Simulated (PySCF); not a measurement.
**GeC⁺ (quartet) at other levels of theory**

Starting from one script, swap the method and compare what comes out for GeC⁺ (quartet).

Method: method and basis as typed in the scripts; program: PySCF 2.14.0.

2 further runs of the same task are left out: 2 that didn't finish.

### 1 The system as given

GeC⁺ (quartet): 2 atoms, charge 1, spin multiplicity 4.

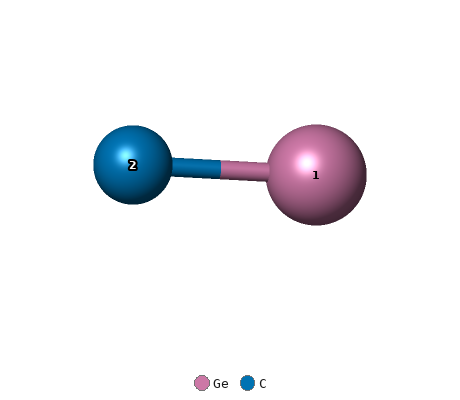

The starting geometry (germanium pink, carbon blue); atoms are numbered from 1 in the order of the file.

### 2 The base run

Contents of input.py:

```python
from pyscf import gto, scf, ci

mol = gto.M(
    atom='Ge 0 0 0; C 0 0 1.97',
    basis='cc-pvdz',
    charge=1,
    spin=3,
    symmetry=True,
    verbose=4,
)
mf = scf.UHF(mol)
mf.kernel()
ci.CISD(mf, frozen=10).kernel()
mf.dip_moment()
print('orbital energies (hartree):', [e[max(0, n-3):n+3].round(4) for e, n in zip(mf.mo_energy, mol.nelec)])
```

Command:

```bash
OMP_NUM_THREADS=1 python input.py
```

### 3 Lda,vwn (UKS)

Variant 1 changes functional: none (Hartree–Fock) → lda,vwn; SCF type: UHF → UKS; step after the SCF: cisd → analyze.

Contents of input.py:

```python
from pyscf import gto, dft

mol = gto.M(
    atom='Ge 0 0 0; C 0 0 1.97',
    basis='cc-pvdz',
    charge=1,
    spin=3,
    symmetry=True,
    verbose=4,
)
mf = dft.UKS(mol, xc='lda,vwn')
mf.kernel()
mf.analyze()
print('orbital energies (hartree):', [e[max(0, n-3):n+3].round(4) for e, n in zip(mf.mo_energy, mol.nelec)])
```

### 4 TDHF

Variant 2 changes step after the SCF: cisd → tddft; number of roots: none → 3.

input.py: that of step 2 with these lines changed.

```diff
@@ -1,2 +1,2 @@
-from pyscf import gto, scf, ci
+from pyscf import gto, scf, tdscf
 
@@ -12,3 +12,6 @@
 mf.kernel()
-ci.CISD(mf, frozen=10).kernel()
+td = tdscf.TDHF(mf)
+td.nstates = 3
+td.kernel()
+td.analyze()
 mf.dip_moment()
```

### 5 Bp86 (UKS)

Variant 3 changes functional: none (Hartree–Fock) → bp86; SCF type: UHF → UKS; step after the SCF: cisd → analyze.

Contents of input.py:

```python
from pyscf import gto, dft

mol = gto.M(
    atom='Ge 0 0 0; C 0 0 1.97',
    basis='cc-pvdz',
    charge=1,
    spin=3,
    symmetry=True,
    verbose=4,
)
mf = dft.UKS(mol, xc='bp86')
mf.kernel()
mf.analyze()
print('orbital energies (hartree):', [e[max(0, n-3):n+3].round(4) for e, n in zip(mf.mo_energy, mol.nelec)])
```

### 6 CCSD

Variant 4 changes step after the SCF: cisd → ccsd.

input.py: that of step 2 with these lines changed.

```diff
@@ -1,2 +1,2 @@
-from pyscf import gto, scf, ci
+from pyscf import gto, scf, cc
 
@@ -12,3 +12,4 @@
 mf.kernel()
-ci.CISD(mf, frozen=10).kernel()
+mycc = cc.CCSD(mf, frozen=10)
+mycc.kernel()
 mf.dip_moment()
```

### 7 B3lyp (UKS)

Variant 5 changes functional: none (Hartree–Fock) → b3lyp; SCF type: UHF → UKS; step after the SCF: cisd → analyze.

Contents of input.py:

```python
from pyscf import gto, dft

mol = gto.M(
    atom='Ge 0 0 0; C 0 0 1.97',
    basis='cc-pvdz',
    charge=1,
    spin=3,
    symmetry=True,
    verbose=4,
)
mf = dft.UKS(mol, xc='b3lyp')
mf.kernel()
mf.analyze()
print('orbital energies (hartree):', [e[max(0, n-3):n+3].round(4) for e, n in zip(mf.mo_energy, mol.nelec)])
```

Q: Predict the outcome of this session. Wanted: for each run, E(SCF); from base; gap, α spin; after the SCF.

As calculated:

| run | E(SCF) (hartree) | from base (eV) | cycles | gap, α spin (eV) | after the SCF |
| --- | --- | --- | --- | --- | --- |
| base | -2112.776991 | 0 | 14 | 11.60 | CISD correlation -4.061 eV, core frozen |
| lda,vwn (UKS) | -2111.044944 | not comparable | 10 | 3.41 | n/a |
| TDHF | -2112.776991 | 0.0000 | 14 | 11.60 | lowest root found 2.58 eV |
| bp86 (UKS) | -2114.827450 | not comparable | 10 | 3.41 | n/a |
| CCSD | -2112.776991 | 0.0000 | 14 | 11.60 | CCSD correlation -4.330 eV, core frozen |
| b3lyp (UKS) | -2114.611895 | not comparable | 10 | 4.87 | n/a |

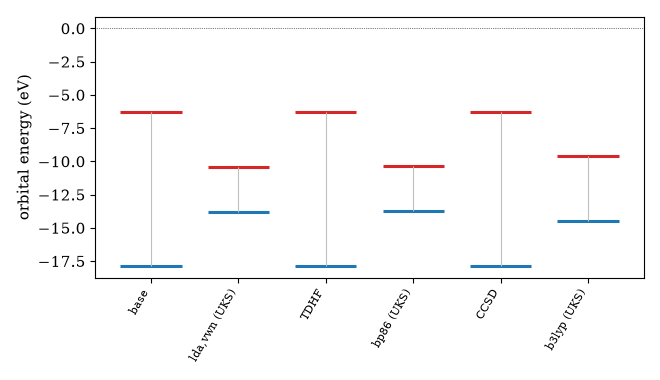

Highest filled (blue) and lowest empty (red) level of each run. Open-shell runs show the α spin alone.

In words: The α-spin gap between the frontier levels is 3.4 eV with bp86 (0 % exact exchange) and 4.9 eV with b3lyp (20 %): exact exchange opens it. On the same reference and core, CCSD gains 4.33 eV in 2.4 s; CISD reaches 94 % of that in 1.9 s. A lower total energy from another functional means nothing by itself.
